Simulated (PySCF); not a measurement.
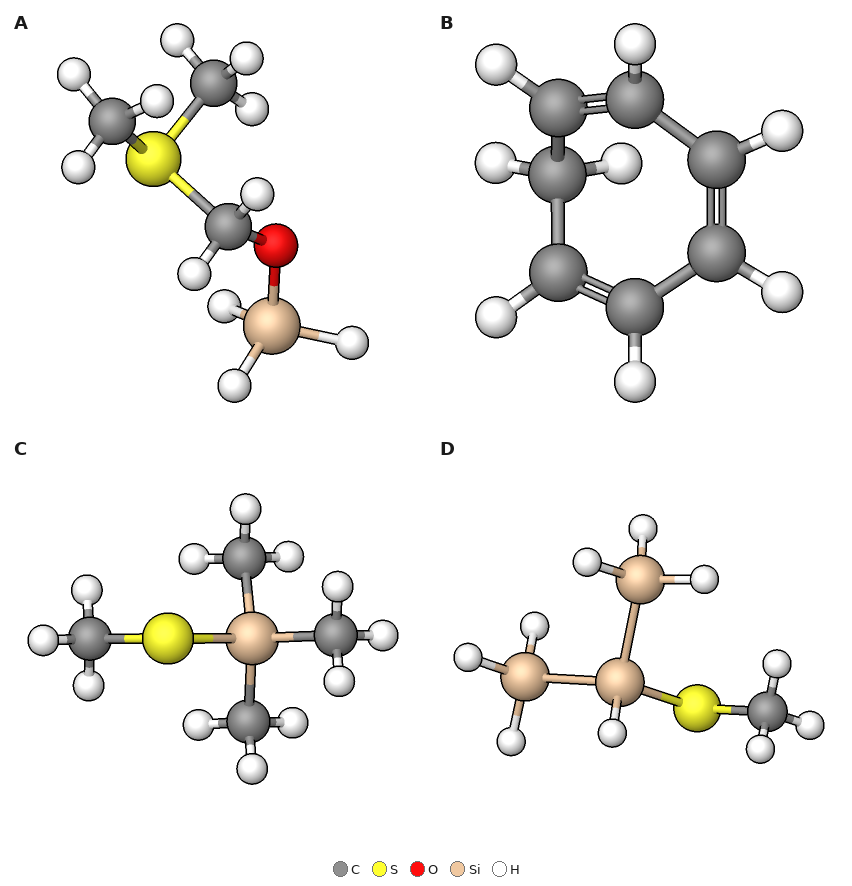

Simulated data, not a measurement (program: PySCF).

> Match each picture to its SMILES.
(1) C1=CC=CCC=C1
(2) CS[SiH]([SiH3])[SiH3]
(3) C[S+](C)CO[SiH3]
(4) CS[Si](C)(C)C

A is (3), B is (1), C is (4), D is (2).
